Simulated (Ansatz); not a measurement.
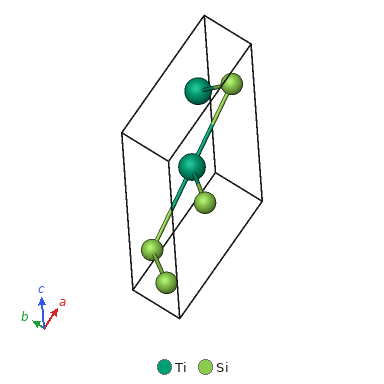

System: a slab cut from TiSi₂ (slab content Ti₆Si₁₂), space group Fddd (No. 70). The picture shows the bulk cell.

Starting cell:
```yaml
crystal:
  lattice:
    - [0.00000, 4.11600, 4.25810]
    - [2.39030, 0.00000, 4.25810]
    - [2.39030, 4.11600, 0.00000]
  atoms:
    - { symbol: Ti, position: [0.75000, 0.75000, 0.75000] }
    - { symbol: Ti, position: [0.50000, 0.50000, 0.50000] }
    - { symbol: Si, position: [0.08730, 0.41270, 0.08730] }
    - { symbol: Si, position: [0.41270, 0.08730, 0.41270] }
    - { symbol: Si, position: [0.16270, 0.83730, 0.16270] }
    - { symbol: Si, position: [0.83730, 0.16270, 0.83730] }
```

One of the inputs:
```
crystal:
  lattice:
    - [4.7806857144, 0.0, 0.0]
    - [-2.3903428572, 4.2581108938, 0.0]
    - [0.0, 0.0, 26.7277649977]
  atoms:
    - { symbol: Si, position: [0.0, 0.0, 0.2806070766] }
    - { symbol: Ti, position: [0.5, 0.5, 0.3075041459] }
    - { symbol: Si, position: [0.5, 0.0, 0.3344012152] }
    - { symbol: Si, position: [0.0, 0.5, 0.3576054182] }
    - { symbol: Ti, position: [0.0, 0.0, 0.3845024875] }
    - { symbol: Si, position: [0.5, 0.5, 0.4113995568] }
    - { symbol: Si, position: [0.5, 0.0, 0.4346037599] }
    - { symbol: Ti, position: [0.0, 0.5, 0.4615008292] }
    - { symbol: Si, position: [0.0, 0.0, 0.4883978985] }
    - { symbol: Si, position: [0.5, 0.5, 0.5116021015] }
    - { symbol: Ti, position: [0.5, 0.0, 0.5384991708] }
    - { symbol: Si, position: [0.0, 0.5, 0.5653962401] }
    - { symbol: Si, position: [0.0, 0.0, 0.5886004432] }
    - { symbol: Ti, position: [0.5, 0.5, 0.6154975125] }
    - { symbol: Si, position: [0.5, 0.0, 0.6423945818] }
    - { symbol: Si, position: [0.0, 0.5, 0.6655987848] }
    - { symbol: Ti, position: [0.0, 0.0, 0.6924958541] }
    - { symbol: Si, position: [0.5, 0.5, 0.7193929234] }
basis:
  ecutwfc: 500
kpoints:
  mp_grid: { grid: [8, 8, 1] }
hamiltonian:
  xc: r2scan
scf:
  occupations: { method: gaussian, width: 0.1 }
output:
  forces: true
  eigenvalues: true
  write_density: true
  write_potential: true
  elf: true
  volumetric_format: npy
relax:
  adjacent_minimum: "off"
  f_tol: 0.02
  max_steps: 60
efield:
  axis: 3
  dipole_correction: true
  ramp_width: 0.04
```

Run as:
```bash
ansatz run input.yaml --threads 2 --pin off --max-ram 5120MiB --backend cpu --events-out ev --progress --plain --runs-dir out
```

Computed with Ansatz 0.2.0: spacing and rumpling of the atomic planes of a slab cut from the relaxed bulk cell along the Miller plane (conventional indices), bottom to top, after all atoms relax, plane waves with PAW datasets, Γ-centred k mesh. Level: r2SCAN, no spin polarisation.

space group in which the indices count 70; Miller index h 0; Miller index k 1; Miller index l 0; top plane Si; bottom plane Si; planes 18; surface cell (1, 1); slab thickness as cut 11.73 Å; vacuum 15 Å; surface area 20.36 Å²; surface a 4.781 Å; surface b 4.883 Å; surface angle 119.3 °; slab atoms 18; wave cutoff 500 eV; k mesh 8×8×1; occupations Gaussian; smearing width 0.1 eV; boundary dipole corrected.

What does the calculation give for the spacing change of each pair of planes? The cases: 1–2; 2–3; 3–4; 4–5; 5–6; 6–7; 7–8; 8–9; 9–10; 10–11; 11–12; 12–13; 13–14; 14–15; 15–16; 16–17; 17–18.

The least value, −0.180 Å, is that of 3–4 and 15–16, and the largest, 0.255 Å, that of 4–5 and 14–15.

```csv
pair of planes,spacing change (Å),spacing to next (Å),content of the two planes
1–2,-0.142,0.577,Si and Ti
2–3,-0.064,0.655,Ti and Si
3–4,-0.180,0.440,Si and Si
4–5,0.255,0.974,Si and Ti
5–6,-0.053,0.666,Ti and Si
6–7,-0.032,0.588,Si and Si
7–8,-0.034,0.685,Si and Ti
8–9,0.054,0.772,Ti and Si
9–10,0.012,0.633,Si and Si
10–11,0.054,0.772,Si and Ti
11–12,-0.034,0.685,Ti and Si
12–13,-0.032,0.588,Si and Si
13–14,-0.053,0.666,Si and Ti
14–15,0.255,0.974,Ti and Si
15–16,-0.180,0.440,Si and Si
16–17,-0.064,0.655,Si and Ti
17–18,-0.142,0.577,Ti and Si
```

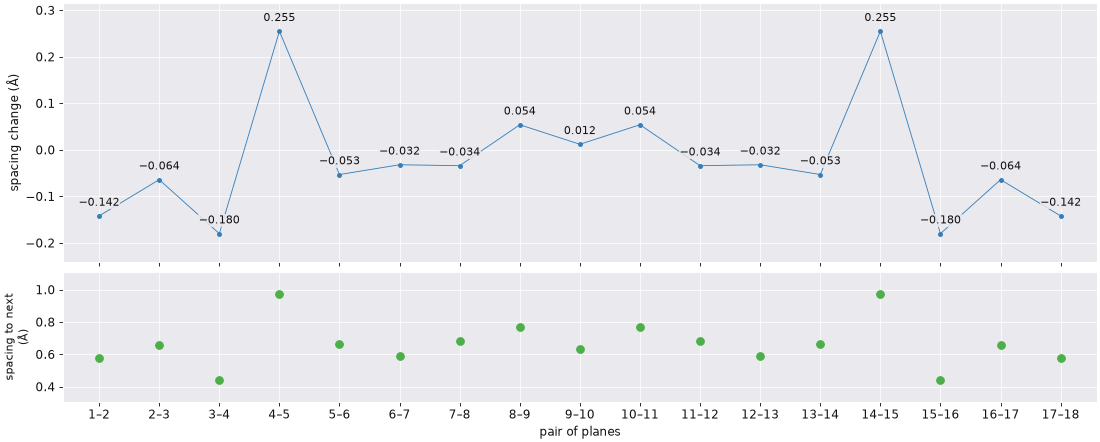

Keep in mind: k mesh lowers the symmetry; the slab's middle relaxes too; xc potential rough in thin density.
